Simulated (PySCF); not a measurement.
# RuNH2: structure of the doublet

Where does doublet RuNH2 go from a trigonal pyramidal start, is the end point a minimum, and what are its modes, charges and moments?

Method: PBE0, basis Ru def2-TZVP with ECP28, N def2-TZVP, H def2-TZVP, scalar-relativistic core potentials, no spin–orbit coupling, density fitting; program: PySCF 2.14.0.

## 1. Starting geometry

4 atoms, charge 0, spin multiplicity 2.

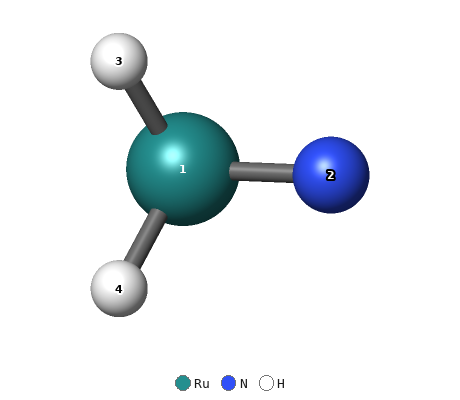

Start geometry, drawn with ruthenium teal, nitrogen blue, hydrogen white; atoms are numbered from 1 in the order of the file.

```xyz
4
charge 0 multiplicity 2
Ru   -0.0189    0.2019    0.0000
N     0.0000   -1.5380    0.0000
H     0.9544    0.4784   -1.2005
H     0.9544    0.4784    1.2005
```

## 2. First SCF at the start

The steps below are one call of a driver around PySCF. For each, scf.py gives the equivalent set-up of the SCF; relaxations use the driver's own optimiser. After this first run the driver tries any further starts and a stability analysis.

The input, scf.py:

```python
from pyscf import gto, scf, dft
mol = gto.M(atom='''
Ru    -0.018880     0.201890    -0.000000
N     -0.000000    -1.538040     0.000010
H      0.954390     0.478390    -1.200480
H      0.954400     0.478380     1.200490''',
    basis={'Ru': 'def2-TZVP', 'N': 'def2-TZVP', 'H': 'def2-TZVP'},
    ecp={'Ru': 'def2-TZVP'},
    charge=0, spin=1)
mf = dft.UKS(mol, xc='PBE0')
mf.grids.atom_grid = (50, 194)
aux = {'Ru': 'def2-universal-JKFIT', 'N': 'def2-universal-JKFIT', 'H': 'def2-universal-JKFIT'}
mf = mf.density_fit(auxbasis=aux)
mf.conv_tol = 1e-08
mf.diis_space = 10
mf.max_cycle = 60
mf.init_guess = 'minao'
mf.verbose = 4
mf.kernel()
```

The run is started by

```console
OMP_NUM_THREADS=2 python axn.py task.json out
```

Further steps of the session: Relaxation: trigonal pyramidal start, doublet; Is it a minimum? Harmonic modes.

Before running it: what results should come out? Wanted: minimum; geometry; wavenumbers; dipole moment; highest occupied, lowest empty level; polar-tensor charge of Ru1; zero-point energy; atomisation energy; ⟨S²⟩.

**Answer**, as computed:

| quantity | value |
| --- | --- |
| minimum | doublet, Cs |
| geometry | Ru–H 1.601 Å (×2), Ru–N 1.580 Å; H–Ru–H 97.2°, H–Ru–N 104.2° (×2) |
| wavenumbers (cm⁻¹) | 530 (a''), 583 (a'), 664 (a'), 1157 (a'), 2027 (a''), 2056 (a') |
| dipole moment | 2.85 D |
| highest occupied, lowest empty level (either spin) | -6.30, -3.30 eV |
| polar-tensor charge of Ru1 | +0.85 e |
| zero-point energy | 42.0 kJ/mol |
| entropy at 298.15 K | 264.6 J/(mol K) |
| atomisation energy (no zero-point energy) | 976 kJ/mol |
| ⟨S²⟩ | 0.758 |

In words: The molecule stays Cs, as typed, and the end point is a minimum. The strongest infrared band lies at 1157 cm⁻¹ (a', stretch). Most of the spin sits on Ru1 (Mulliken spin 0.73, against 1 for the whole molecule). Other starts or spin states, not run here, may lie lower. One determinant may miss the lowest occupation of an open d or f shell.
